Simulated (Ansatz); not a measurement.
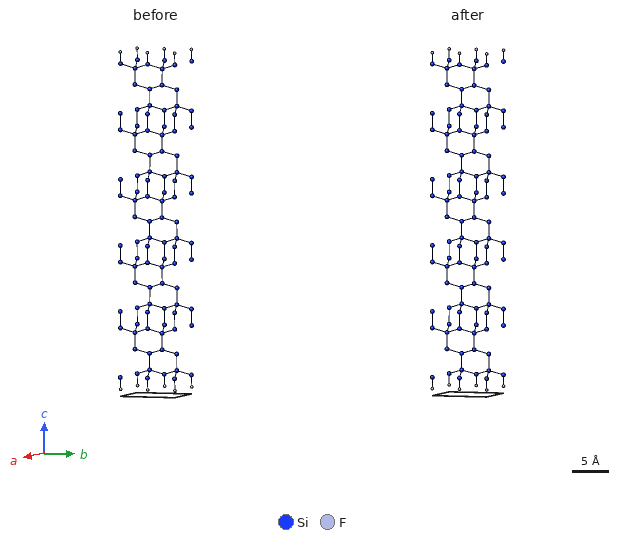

The structure of a slab of composition Si₃₀F₂ before (left) and after (right) a relaxation, at one scale.

The picture is a ball-and-stick view of the 1 × 2 repeat of the cell, outlined in the plane, without the vacuum, seen from a free direction.

The calculation used DFT, PBEsol, PAW, plane waves (Ansatz 0.2.0).

Input file:
```yaml
crystal:
  lattice:
    - [2.716395, -2.716395, 0.000000]
    - [0.000000, 2.716395, -2.716395]
    - [34.754679, 34.754679, 34.754679]
  atoms:
    - { symbol: Si, position: [0.998212, 0.005463, 0.871348] }
    - { symbol: Si, position: [0.000180, 0.004791, 0.246098] }
    - { symbol: Si, position: [0.996409, 0.997472, 0.402018] }
    - { symbol: Si, position: [0.005643, 0.001872, 0.559026] }
    - { symbol: Si, position: [0.010159, 0.004756, 0.714773] }
    - { symbol: Si, position: [0.997102, 0.994121, 0.129179] }
    - { symbol: Si, position: [0.002541, 0.999515, 0.285192] }
    - { symbol: Si, position: [0.007984, 0.003523, 0.441205] }
    - { symbol: Si, position: [0.001555, 0.005280, 0.597365] }
    - { symbol: Si, position: [0.007916, 0.002917, 0.753954] }
    - { symbol: Si, position: [0.319673, 0.655507, 0.141958] }
    - { symbol: Si, position: [0.340813, 0.670209, 0.297920] }
    - { symbol: Si, position: [0.344598, 0.671913, 0.454749] }
    - { symbol: Si, position: [0.339965, 0.671466, 0.610742] }
    - { symbol: Si, position: [0.342188, 0.672590, 0.767321] }
    - { symbol: Si, position: [0.337716, 0.662517, 0.181299] }
    - { symbol: Si, position: [0.333753, 0.673816, 0.337438] }
    - { symbol: Si, position: [0.332670, 0.661828, 0.493431] }
    - { symbol: Si, position: [0.333361, 0.672863, 0.650293] }
    - { symbol: Si, position: [0.323112, 0.660077, 0.806236] }
    - { symbol: Si, position: [0.665604, 0.330514, 0.193677] }
    - { symbol: Si, position: [0.668554, 0.337224, 0.350778] }
    - { symbol: Si, position: [0.673104, 0.328403, 0.506478] }
    - { symbol: Si, position: [0.674590, 0.328206, 0.662983] }
    - { symbol: Si, position: [0.670539, 0.329513, 0.819559] }
    - { symbol: Si, position: [0.671081, 0.331711, 0.232804] }
    - { symbol: Si, position: [0.674785, 0.332577, 0.389532] }
    - { symbol: Si, position: [0.663788, 0.329029, 0.545512] }
    - { symbol: Si, position: [0.670856, 0.332086, 0.701700] }
    - { symbol: Si, position: [0.666199, 0.336034, 0.857683] }
    - { symbol: F, position: [0.009072, 0.001022, 0.899004] }
    - { symbol: F, position: [0.991310, 0.005056, 0.101039] }
kpoints:
  mp_grid: { grid: [6, 6, 1] }
hamiltonian:
  xc: pbesol
scf:
  occupations: { method: fermi_dirac, width: 0.01 }
relax:
  f_tol: 0.03
  max_steps: 80
  escape_saddle: false
  adjacent_minimum: "off"
output:
  forces: true
  eigenvalues: true
  populations: true
```

Command:
```bash
ansatz run in.yaml --threads 8 --pin off --max-ram 118750MiB --runs-dir r --events-out ev --progress --plain --backend cuda --devices 0, --max-vram 170GiB
```

> What changed between the two?

The energy falls by 0.327 eV per cell of the calculation in 4 geometry steps. Largest force component: 1.5 eV/Å at the start, 0.0074 eV/Å at the end. F32 moves most relative to the layer's centre: 0.12 Å at 27° to the normal (+c side). Largest moves by element: F 0.12 Å, Si 0.06 Å. The cell doesn't change. Some distances before and after: Si6–F32 1.695 → 1.612 Å, Si25–Si30 2.295 → 2.354 Å, Si19–Si24 2.406 → 2.352 Å, Si1–F31 1.666 → 1.612 Å. Among the angles between lasting bonds that change: Si30–Si1–F31 112.2° → 108.8°, Si11–Si6–F32 111.2° → 108.8°, Si10–Si15–Si20 111.5° → 109.4°. The run took 5.2 s on 1 × NVIDIA GB200 with 8 threads of Arm Neoverse-V2, peak memory 1.9 GiB.
